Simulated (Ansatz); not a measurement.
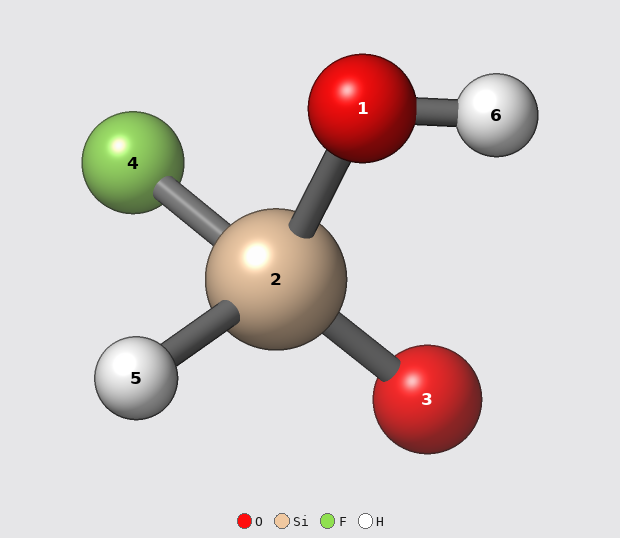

The atoms are numbered. Charge −1, singlet. Computed geometry: PBE0-D4/def2-TZVPD optimisation. No frequency run is at hand to confirm it as a minimum.

Give these bond angles: Si2–O1–H6, O1–Si2–O3, O1–Si2–F4, O1–Si2–H5, O3–Si2–F4, O3–Si2–H5, F4–Si2–H5.

```tsv
angle	degrees
Si2–O1–H6	106.2
O1–Si2–O3	114.3
O1–Si2–F4	102.0
O1–Si2–H5	103.8
O3–Si2–F4	116.5
O3–Si2–H5	118.0
F4–Si2–H5	99.9
```
